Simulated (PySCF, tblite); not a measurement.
**C₅H₄N radical: geometry, infrared bands and EPR parameters**

Aim: predict the infrared bands and EPR parameters of C₅H₄N radical (`C#C[CH]CC#N`).

The runs use tblite 0.8.0 and PySCF 2.14.0, with density-fitted response routines of our own; the level of theory stands in each step. All values are computed, except where a source is named. Atoms count from 0, in the outputs and in this text.

## 1. Starting geometry

10 atoms, charge 0, multiplicity 2; geometry from: force field or distance geometry start.

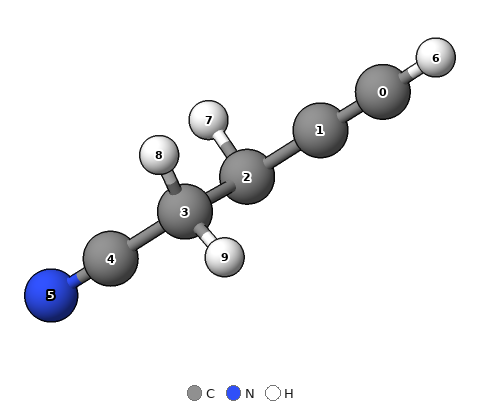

The starting geometry (carbon grey, nitrogen blue, hydrogen white), atoms numbered; sticks join atoms by distance.

## 2. Optimising the geometry with GFN2-xTB

The job: settings as JSON, then the geometry in Å.

```
{"job": {"kind": "relax", "xc": "GFN2-xTB", "basis": "xTB"}, "charge": 0, "multiplicity": 2}
C      2.429300    -0.695100     0.589500
C      1.444300    -0.303600    -0.024400
C      0.278500     0.154100    -0.774400
C     -0.919800    -0.035300     0.138400
C     -2.107800     0.411500    -0.581600
N     -3.051000     0.778100    -1.153500
H      3.279200    -1.016600     1.134700
H      0.429000     1.279200    -0.839900
H     -0.789300     0.555200     1.065300
H     -0.983500    -1.122800     0.423300
```

Run with:

```
$ OMP_NUM_THREADS=1 python probes_run.py task.json out
```

This one command runs all jobs of the session in turn.

The program printed:

```text
step      E/eV     max force
  0    -420.44324    4.696
  1    -420.66782    7.073
  2    -420.90821    2.788
  3    -421.06555    1.196
  4    -421.09374    2.338
  5    -421.14691    1.133
  6    -421.19210    0.743
  7    -421.25209    0.831
  8    -421.27815    0.658
  9    -421.31550    0.502
 10    -421.34864    0.537
 11    -421.37323    0.368
 12    -421.38444    0.246
 13    -421.38914    0.353
 14    -421.39449    0.233
 15    -421.40105    0.205
 16    -421.40620    0.153
 17    -421.40838    0.126
 18    -421.41074    0.130
 19    -421.41258    0.159
 20    -421.41423    0.126
 21    -421.41525    0.098
 22    -421.41604    0.098
 23    -421.41691    0.090
 24    -421.41777    0.078
 25    -421.41837    0.060
 26    -421.41872    0.048
 27    -421.41903    0.048
 28    -421.41949    0.081
 29    -421.42013    0.101
 30    -421.42085    0.085
 31    -421.42147    0.084
 32    -421.42199    0.064
 33    -421.42250    0.088
 34    -421.42317    0.110
 35    -421.42380    0.084
 36    -421.42417    0.057
 37    -421.42438    0.046
 38    -421.42456    0.049
 39    -421.42473    0.049
 40    -421.42485    0.041
 41    -421.42492    0.022
 42    -421.42497    0.025
 43    -421.42505    0.047
 44    -421.42516    0.052
 45    -421.42530    0.050
 46    -421.42540    0.021
 47    -421.42546    0.018
 48    -421.42551    0.036
 49    -421.42557    0.029
 50    -421.42563    0.025
 51    -421.42567    0.021
 52    -421.42570    0.022
 53    -421.42576    0.036
 54    -421.42584    0.042
 55    -421.42593    0.031
 56    -421.42599    0.025
 57    -421.42605    0.027
 58    -421.42613    0.035
 59    -421.42628    0.046
 60    -421.42656    0.065
 61    -421.42700    0.090
 62    -421.42759    0.090
 63    -421.42843    0.153
 64    -421.42949    0.200
 65    -421.43088    0.221
 66    -421.43303    0.182
 67    -421.43016    0.694
 68    -421.43839    0.148
 69    -421.44211    0.151
 70    -421.43354    1.202
 71    -421.44456    0.118
 72    -421.44547    0.330
 73    -421.44855    0.499
 74    -421.45009    0.429
 75    -421.45282    0.423
 76    -421.45498    0.289
 77    -421.45413    1.031
 78    -421.45723    0.328
 79    -421.45849    0.216
 80    -421.45982    0.192
 81    -421.46051    0.174
 82    -421.46128    0.065
 83    -421.46159    0.094
 84    -421.46173    0.139
 85    -421.46191    0.072
 86    -421.46221    0.127
 87    -421.46250    0.125
 88    -421.46270    0.103
 89    -421.46287    0.057
 90    -421.46312    0.036
 91    -421.46333    0.049
 92    -421.46347    0.037
 93    -421.46359    0.038
 94    -421.46366    0.020
 95    -421.46367    0.031
 96    -421.46368    0.016
 97    -421.46368    0.005
```

It took 0.18 s on 1 thread of AMD EPYC 9R45, shared host.

Step by step: (not every step is listed)

| step | energy from step 0 (eV) | largest force (eV/Å) |
| --- | --- | --- |
| 0 | 0.0000 | 4.6958 |
| 1 | -0.2246 | 7.0731 |
| 2 | -0.4650 | 2.7879 |
| 3 | -0.6223 | 1.1963 |
| 4 | -0.6505 | 2.3381 |
| 5 | -0.7037 | 1.1333 |
| 6 | -0.7489 | 0.7428 |
| 7 | -0.8089 | 0.8311 |
| 8 | -0.8349 | 0.6577 |
| 16 | -0.9630 | 0.1530 |
| 24 | -0.9745 | 0.0780 |
| 32 | -0.9787 | 0.0637 |
| 40 | -0.9816 | 0.0411 |
| 48 | -0.9823 | 0.0356 |
| 56 | -0.9828 | 0.0246 |
| 64 | -0.9862 | 0.2002 |
| 72 | -1.0022 | 0.3297 |
| 80 | -1.0166 | 0.1918 |
| 88 | -1.0195 | 0.1032 |
| 92 | -1.0202 | 0.0374 |
| 93 | -1.0204 | 0.0376 |
| 94 | -1.0204 | 0.0203 |
| 95 | -1.0204 | 0.0306 |
| 96 | -1.0204 | 0.0157 |
| 97 | -1.0204 | 0.0051 |

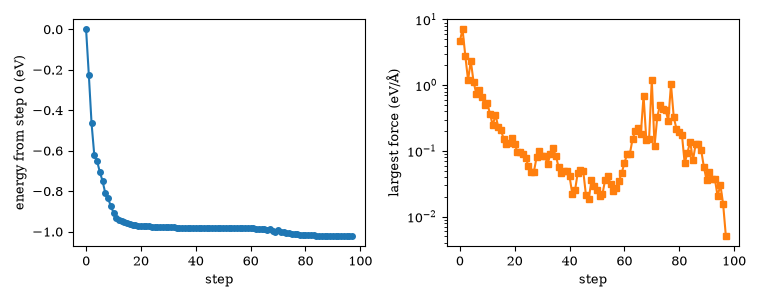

Energy and largest force along the relaxation.

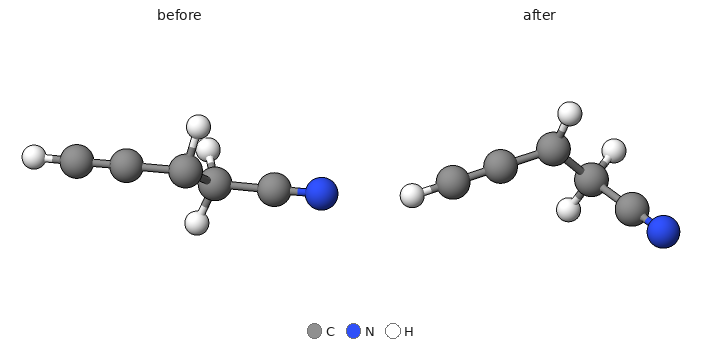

The geometry before (left) and after (right).

Close pairs (by a distance rule), those that changed most:

| bond | before (Å) | after (Å) | change (Å) |
| --- | --- | --- | --- |
| C1–C2 | 1.460 | 1.359 | -0.101 |
| C2–H7 | 1.137 | 1.079 | -0.058 |
| C3–H9 | 1.126 | 1.093 | -0.033 |
| C2–C3 | 1.518 | 1.495 | -0.023 |
| C4–N5 | 1.162 | 1.143 | -0.019 |
| C3–C4 | 1.459 | 1.447 | -0.012 |
| C0–H6 | 1.060 | 1.048 | -0.011 |
| C3–H8 | 1.107 | 1.096 | -0.010 |

The final coordinates are the input of the step that follows.

## 3. Infrared spectrum with GFN2-xTB

The job: settings as JSON, then the geometry in Å.

```
{"job": {"kind": "ir", "xc": "GFN2-xTB", "basis": "xTB"}, "charge": 0, "multiplicity": 2}
C      2.364709    -0.926117     0.159192
C      1.414704    -0.168918     0.079917
C      0.340097     0.661186     0.030672
C     -1.029378     0.205658     0.419786
C     -1.811129     0.027664    -0.785359
N     -2.392659    -0.096604    -1.761337
H      3.194003    -1.565956     0.204353
H      0.451829     1.657397    -0.367441
H     -1.532493     0.956139     1.040699
H     -0.990801    -0.745795     0.956990
```

The program printed:

```text
mode    cm-1     km/mol
  1      37.2      3.21
  2     168.5      1.43
  3     184.0      2.70
  4     328.6      1.62
  5     368.7      4.96
  6     447.6      2.67
  7     487.5     32.76
  8     500.4      5.16
  9     603.3      7.02
 10     650.0     18.58
 11     871.9     15.74
 12     965.1      6.06
 13    1018.5      4.23
 14    1115.1      2.68
 15    1153.2      5.52
 16    1231.3     15.72
 17    1345.3     10.13
 18    1402.7      7.25
 19    2111.8      1.97
 20    2403.2    262.12
 21    2919.8     12.95
 22    2970.4      8.62
 23    3086.6     16.70
 24    3395.4      9.42
```

Run time: 0.09 s. Hardware: 1 thread of AMD EPYC 9R45, shared host.

The strongest bands and the atoms that carry them (share of the mass-weighted mode):

| cm⁻¹ | km/mol | atoms |
| --- | --- | --- |
| 488 | 32.8 | H6 65 %, H7 20 % |
| 650 | 18.6 | H6 77 % |
| 872 | 15.7 | C3 35 %, H8 30 %, H9 12 % |
| 1231 | 15.7 | H9 36 %, H8 33 %, C3 25 % |
| 1345 | 10.1 | C2 56 %, H7 18 % |
| 2403 | 262.1 | C4 60 %, N5 40 % |
| 2920 | 12.9 | H8 93 % |
| 3087 | 16.7 | H7 93 % |

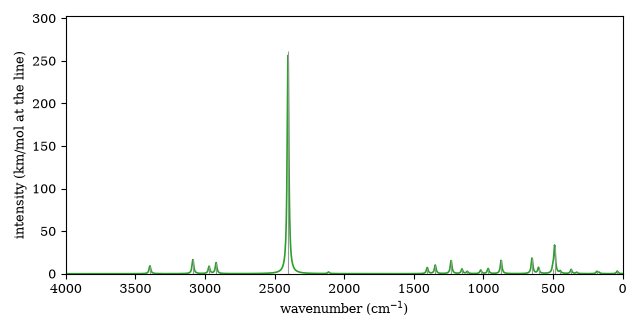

The infrared spectrum from these modes, unscaled. Lines are broadened to a width of 14 cm⁻¹ (Lorentzian).

## 4. EPR parameters: B3LYP/pcH-1

Same as in step 3 but for these lines:

```diff
@@ -1,2 +1,2 @@
-{"job": {"kind": "ir", "xc": "GFN2-xTB", "basis": "xTB"}, "charge": 0, "multiplicity": 2}
+{"job": {"kind": "epr", "basis": "pcH-1"}, "charge": 0, "multiplicity": 2}
 C      2.364709    -0.926117     0.159192
```

With the program's defaults for keys left out, this is: UKS B3LYP, pcH-1 on C H N, non-relativistic, mean-field spin-orbit, GIAO.

The program printed:

```text
UKS, coarse grid
  cycle   1  E = -247.50808074  |g| = 3.62e-01
  cycle   2  E = -247.31151470  |g| = 7.61e-01
  cycle   3  E = -247.56938413  |g| = 1.14e-01
  cycle   4  E = -247.57504118  |g| = 4.28e-02
  cycle   5  E = -247.57566367  |g| = 2.77e-02
  cycle   6  E = -247.57604817  |g| = 7.19e-03
  cycle   7  E = -247.57608614  |g| = 3.99e-03
  cycle   8  E = -247.57610335  |g| = 1.17e-03
  cycle   9  E = -247.57610679  |g| = 5.75e-04
UKS, final grid
  cycle   1  E = -247.57608643  |g| = 5.60e-04
  cycle   2  E = -247.57608644  |g| = 7.88e-04
  cycle   3  E = -247.57608670  |g| = 2.80e-04
  cycle   4  E = -247.57608674  |g| = 1.20e-04
  cycle   5  E = -247.57608678  |g| = 6.61e-05
  cycle   6  E = -247.57608679  |g| = 1.48e-05
E = -247.57608679 Eh   <S^2> = 0.7693 (exact 0.7500)
g shifts (ppm)      1          2          3
  rmc          -148       -148       -148
  gc             -1         32         30
  oz_so           2        594        911
  total        -147        477        793
hyperfine (MHz)  atom isotope    a_iso     a_fc   dipolar eigenvalues
    0   13C      45.48      45.48    -45.65    -34.18     79.82
    1   13C     -66.29     -66.29    -21.27     -1.74     23.02
    2   13C      69.18      69.18    -62.48    -61.48    123.97
    3   13C     -24.76     -24.76     -1.47      0.71      0.77
    4   13C      62.40      62.40     -3.15     -2.21      5.36
    5   14N       0.56       0.56     -1.29     -0.66      1.94
    6    1H     -42.69     -42.69    -20.16     -1.84     22.00
    7    1H     -53.02     -53.02    -28.41     -1.30     29.70
    8    1H      52.21      52.21     -3.72     -3.19      6.91
    9    1H       6.04       6.04     -3.28     -2.83      6.11
```

Run time: 12 s. Hardware: 1 thread of AMD EPYC 9R45, shared host; peak memory 0.66 GiB.

Principal g values 2.00217, 2.00280, 2.00311; g(iso) = 2.00269, against 2.00232 for a free electron.

Mean a(iso) over the nuclei that a row names, and the largest dipolar term of the row (other rows stand at the frozen geometry):

| nuclei | isotope | a(iso) (MHz) | a(iso) (G, at g = 2.0023) | largest dipolar term (MHz) |
| --- | --- | --- | --- | --- |
| C2 | 13C | 69.2 | 24.7 | 124.0 |
| C1 | 13C | -66.3 | -23.7 | 23.0 |
| C4 | 13C | 62.4 | 22.3 | 5.4 |
| H7 | 1H | -53.0 | -18.9 | 29.7 |
| C0 | 13C | 45.5 | 16.2 | 79.8 |
| H6 | 1H | -42.7 | -15.2 | 22.0 |
| H8, H9 | 1H | 29.1 | 10.4 | 6.9 |
| C3 | 13C | -24.8 | -8.8 | -1.5 |
| N5 | 14N | 0.6 | 0.2 | 1.9 |

Mulliken spin populations:

| atom | value (e) |
| --- | --- |
| C0 | 0.56 |
| C1 | -0.27 |
| C2 | 0.77 |
| C3 | -0.05 |
| C4 | 0.02 |
| N5 | 0.02 |
| H6 | -0.02 |
| H7 | -0.03 |
| H8 | 0.02 |
| H9 | 0.00 |

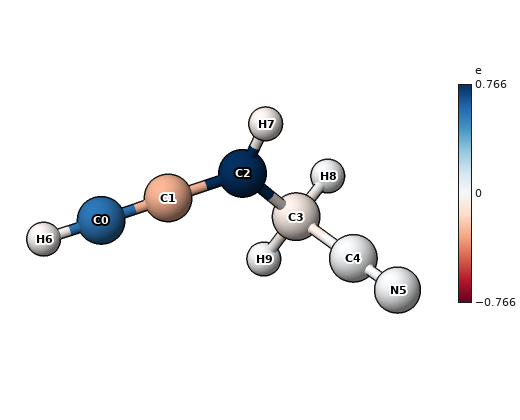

Mulliken spin populations, as colours on the atoms.

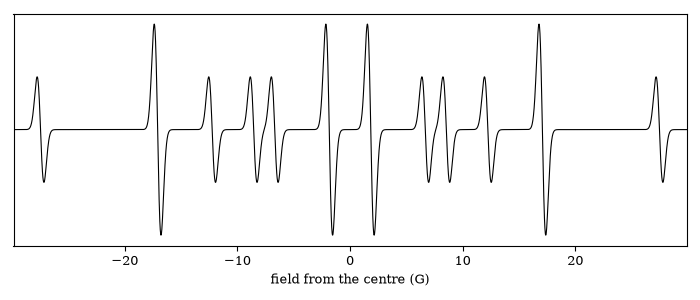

First-order isotropic spectrum (first derivative, main isotopes with spin only, couplings over 0.8 MHz, Gaussian width 0.3 G; couplings of the frozen geometry, rotation of groups not averaged beyond the rows shown).

Orbitals, density, ELF and potential are computed afterwards from the orbital file.

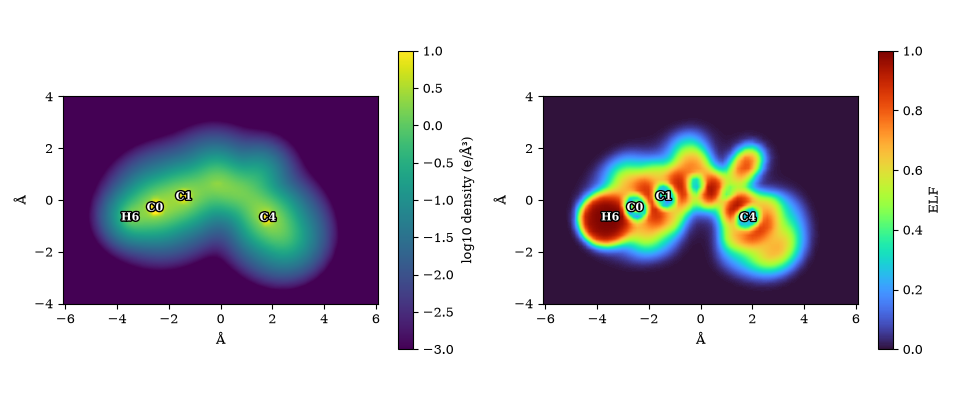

Density (left) and ELF (right) in a plane through or near 4 of the atoms.

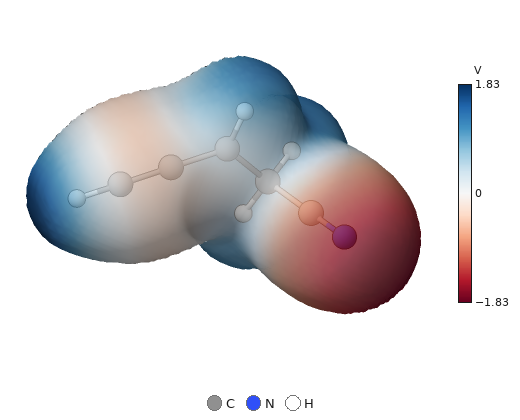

Electrostatic potential on the surface of density 0.002 e/bohr³; red is low, blue high. It runs from -1.83 V near N5 to 1.70 V near H6.

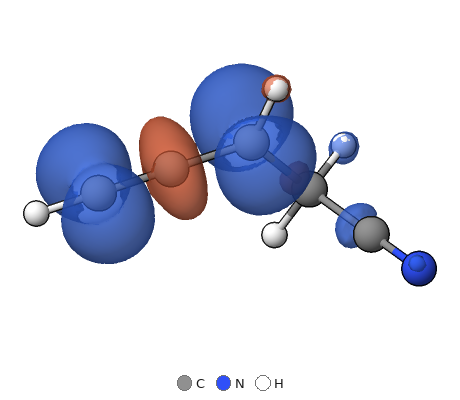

Spin density at ±0.03 e/Å³ (alpha excess blue, beta excess red).

## 5. Results

| quantity | value |
| --- | --- |
| strongest single infrared mode (GFN2-xTB) | 2403 cm⁻¹, 262 km/mol |
| zero-point energy (GFN2-xTB) | 42.6 kcal/mol |
| g(iso) (B3LYP) | 2.00269 |
| ⟨S²⟩ | 0.769 (exact 0.75) |
| largest a(iso) (averaged by class) | 13C on C2, 69.2 MHz |
| potential on the surface of density 0.002 e/bohr³, 1st and 99th percentile | -1.83 V and 1.70 V |

What this shows: The optimisation took 97 steps and gained 1.020 eV; among the close pairs (by a distance rule), C1–C2 changed most, from 1.460 to 1.359 Å. All 24 modes are real, so the xTB geometry is a minimum. The strongest single mode, at 2403 cm⁻¹, moves mainly C4 and N5. Unscaled tight-binding wavenumbers are off by several per cent, some by more. Its intensities can rank the bands wrongly. The largest spin populations lie on C2 (0.77 e), C0 (0.56 e). The isotropic g lies 0.4 ppt above the free-electron value. The conformer search found further structures of the same energy, which may be mirror or relabelled copies of this one.
